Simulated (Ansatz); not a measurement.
```yaml
atoms:
  - { symbol: W, position_ang: [-0.0148, 0.0926, -0.1785] }
  - { symbol: F, position_ang: [0.0630, -0.1347, 2.8601] }
  - { symbol: H, position_ang: [1.4958, -0.5766, -0.6055] }
  - { symbol: F, position_ang: [-0.0510, 1.6403, 0.8820] }
  - { symbol: H, position_ang: [-1.4958, -0.5632, -0.7117] }
  - { symbol: H, position_ang: [-0.0552, -1.4886, 0.4516] }
  - { symbol: H, position_ang: [0.0320, 0.3606, -1.8619] }
  - { symbol: H, position_ang: [0.0260, 0.7996, 2.8641] }
```

Core potentials replace the inner electrons of W.

These are results of UKS PBE/def2-mTZVP (Ansatz), not measurements.

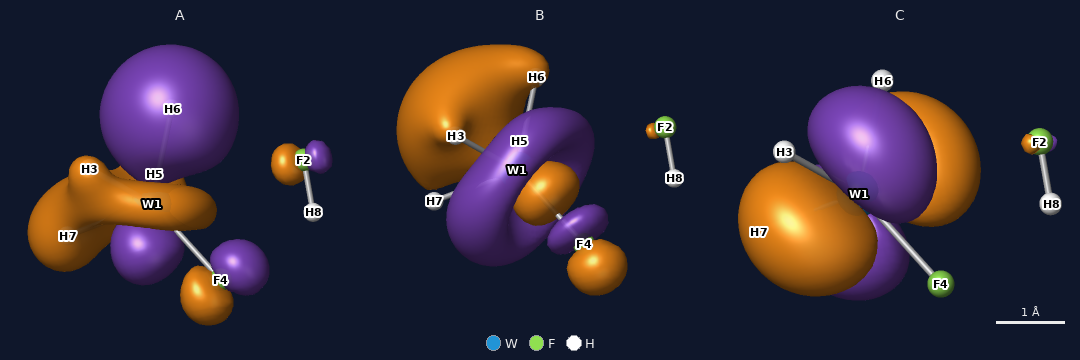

FH$_{4}$W···HF (doublet). Three frontier orbitals at ±0.1 Å⁻³ᐟ² (orange and purple are the two phases), in no order.

Q: Order the three orbitals by energy and name them. All are α orbitals.

A: A is the HOMO−1 (α) (−7.91 eV). Its weight (Hirshfeld) is mainly on W1 (about 45 %), H6 (about 35 %), F4 (about 5 %) and H7 (about 5 %). C is the HOMO (α) (−5.55 eV). By Hirshfeld shares it lies mainly on W1 (about 85 %). B is the LUMO (α) (−3.83 eV). It lies mainly on W1 (about 75 %) and F4 (about 10 %).

Q: What is the gap between the highest occupied and lowest empty α orbitals?

A: 1.72 eV between the orbital energies.
